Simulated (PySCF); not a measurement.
GeSiH6O2: excited-state calculation

The run: excited-state calculation of GeSiH6O2. Method and program: TDDFT BHandHLYP/def2-SVPD, vertical, gas phase, core orbitals frozen in the response (PySCF 2.14.0).

The geometry comes from this level: PBE0-D3(BJ)/def2-SVP.

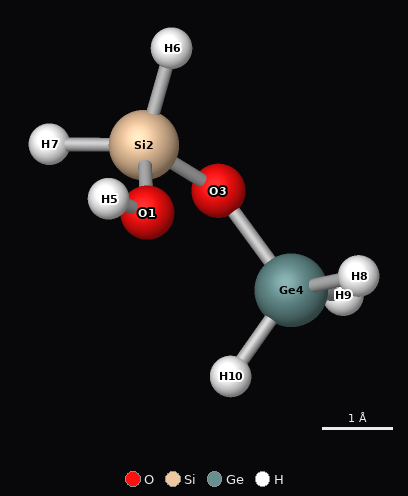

The structure as given in the input (ball-and-stick view, seen at a tilt; atoms are numbered from 1 in the order of the input). Sticks mark near contacts. Bond lengths as drawn: Ge–H 1.54 Å, Ge–O 1.79 Å, H–O 0.96 Å, H–Si 1.49 Å and O–Si 1.64 to 1.67 Å.

Input file
```
{"job": {"kind": "uv", "xc": "BHandHLYP", "basis": "def2-SVPD", "ip": true}, "charge": 0, "multiplicity": 1}
O      1.153273    -1.115287     0.447522
Si     1.305064     0.469904    -0.042010
O     -0.195946     0.913630    -0.538213
Ge    -1.732801     0.003849    -0.593411
H      1.920375    -1.584902     0.782848
H      2.278354     0.591845    -1.168566
H      1.752777     1.339728     1.086933
H     -1.567487    -1.202506    -1.532139
H     -2.757202     1.004612    -1.147537
H     -2.105184    -0.441270     0.830370
```

The first line tells a small driver script what to run in PySCF; the rest is the geometry in Å.

Machine: 1 CPU thread, shared host.

Command:
```bash
OMP_NUM_THREADS=1 python <driver script> task.json out
```

The program's output
```
coarse grid: 39024 points
cycle   1  E = -2519.9412445997  dE = -4.334e-01  |g| = 9.148e-01  |ddm| = 3.691e+00
cycle   2  E = -2519.8407662825  dE =  1.005e-01  |g| = 1.171e+00  |ddm| = 2.348e+00
cycle   3  E = -2520.0942726774  dE = -2.535e-01  |g| = 8.093e-02  |ddm| = 1.242e+00
cycle   4  E = -2520.0952039048  dE = -9.312e-04  |g| = 4.429e-02  |ddm| = 1.524e-01
cycle   5  E = -2520.0955097112  dE = -3.058e-04  |g| = 8.668e-03  |ddm| = 4.318e-02
cycle   6  E = -2520.0955225716  dE = -1.286e-05  |g| = 2.590e-03  |ddm| = 1.289e-02
cycle   7  E = -2520.0955235395  dE = -9.678e-07  |g| = 2.478e-04  |ddm| = 3.210e-03
final grid: 79616 points
cycle   8  E = -2520.0954579455  dE = -2.378e-08  |g| = 2.035e-04  |ddm| = 2.153e-03
cycle   9  E = -2520.0954579442  dE =  1.284e-09  |g| = 2.276e-04  |ddm| = 4.588e-04
cycle  10  E = -2520.0954579525  dE = -8.312e-09  |g| = 2.642e-05  |ddm| = 2.170e-04
cycle  11  E = -2520.0954579527  dE = -1.378e-10  |g| = 7.400e-06  |ddm| = 3.710e-05
```

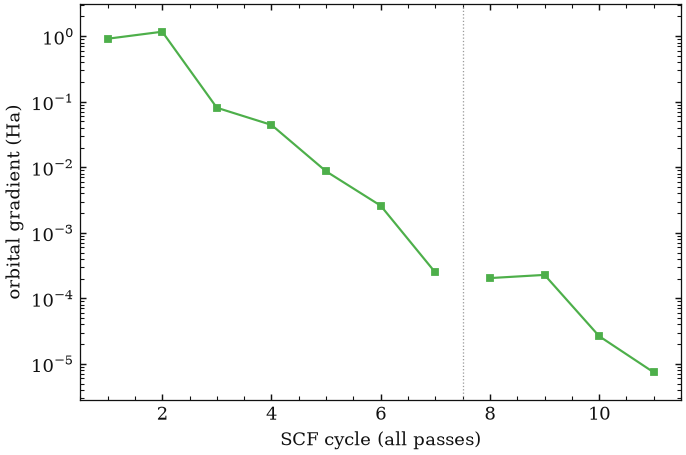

Convergence of the self-consistent field: orbital gradient against the SCF cycle. The dotted line marks the change from a coarse to the final integration grid. The first 7 cycles use a coarse grid, the final grid takes over at cycle 8, and the field converges after 11 cycles in all.

```
converged SCF energy = -2520.0954579527

Static polarisability (au): isotropic 60.917, principal 57.371 57.871 67.509

Singlet excitations
state   eV       nm        f      main configurations
  1   7.4381    166.7   0.00166   H->L+1 0.39, H->L 0.37, H->L+2 0.10
  2   7.6445    162.2   0.00137   H->L+1 0.43, H->L 0.33
  3   8.1444    152.2   0.01151   H-1->L+1 0.86
  4   8.3019    149.3   0.09947   H->L+2 0.46, H-2->L+1 0.14, H->L 0.14
  5   8.5963    144.2   0.03383   H-2->L+1 0.40, H-2->L 0.22, H->L+6 0.14
  6   8.7809    141.2   0.03487   H->L+3 0.78
  7   8.7902    141.0   0.07339   H-1->L 0.62, H-1->L+2 0.29
  8   8.9106    139.1   0.00178   H->L+2 0.25, H-2->L+2 0.19, H-2->L 0.16
  9   9.2048    134.7   0.02828   H->L+5 0.47, H-2->L 0.12, H-4->L 0.10
 10   9.2322    134.3   0.03221   H-3->L 0.53, H-1->L+2 0.17, H-3->L+2 0.11

Triplet excitations (Tamm-Dancoff, eV): 7.0390 7.3103 7.6795 7.7570
Vertical ionisation energy (delta-SCF) = 10.5314 eV
```

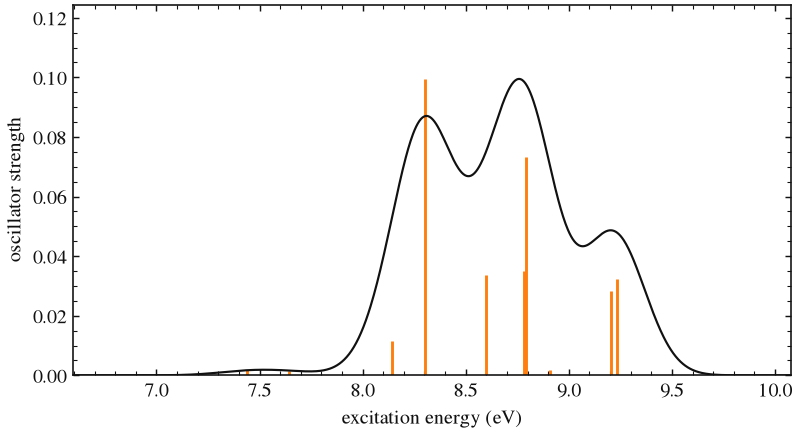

Computed excitations as sticks (degenerate states added up, dark ones marked on the axis), with a Gaussian envelope of 0.35 eV full width at half maximum, scaled to the tallest. Of the 10 states the lowest lies at 7.44 eV (f = 0.002); the strongest line is at 8.30 eV, or 149 nm (f = 0.099).

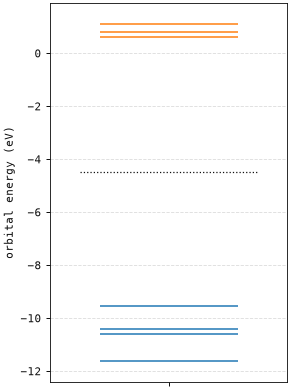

Orbital energies near the frontier; the dotted line parts filled from empty levels, and levels within 0.02 eV of each other stand side by side. Highest filled −9.56 eV, lowest empty 0.59 eV, 10.15 eV apart.

Key numbers

- outcome: converged
- total energy: −2520.095458 hartree
- HOMO: −9.56 eV
- LUMO: 0.59 eV
- dipole moment: 1.28 D
- mean polarisability: 60.92 a.u.
- vertical ionisation energy: 10.53 eV
- lowest singlet excitation: 7.44 eV
- wall time: 2.1 min
- peak memory: 0.77 GiB

Remarks

Spin–orbit coupling is left out, which matters for the heavy atoms.
